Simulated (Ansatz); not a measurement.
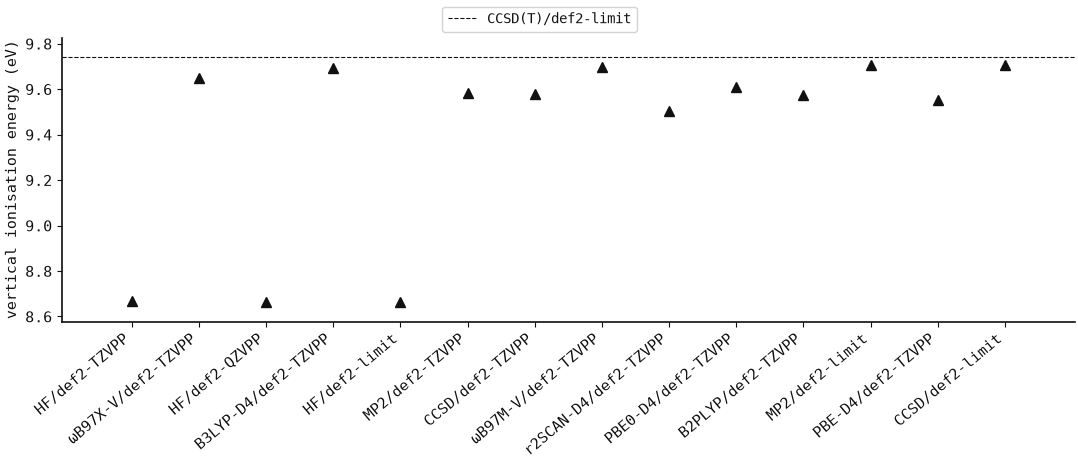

Vertical ionisation energy of B₃H₃O, SMILES BB1BO1, taken as the energy of the cation less that of the neutral at fixed geometry (unrestricted doublet cation, cores frozen in correlated methods, no spin-orbit coupling), the Ansatz code 0.2.0, at a PBE0-D4/def2-TZVP geometry (a minimum by its frequencies). Limit means an estimate of the basis limit from triple and quadruple zeta; for coupled cluster it is either extrapolated directly or built as the MP2 limit plus the step from MP2 in triple zeta. B2PLYP/def2-TZVPP holds a correlation term that converges slowly with the basis, so part of the distance to the limit is basis error. The distance of MP2/def2-TZVPP and CCSD/def2-TZVPP to the limit includes basis error.

Question: What range do the values span, the line included?

Answer: From 8.66 eV (HF/def2-limit) to 9.74 eV (CCSD(T)/def2-limit).

Question: Which level comes closest to the line (CCSD(T)/def2-limit), and which misses most?

Answer: Closest MP2/def2-limit (9.71 eV) and CCSD/def2-limit (9.70 eV), against 9.74 eV; farthest HF/def2-limit (8.66 eV).
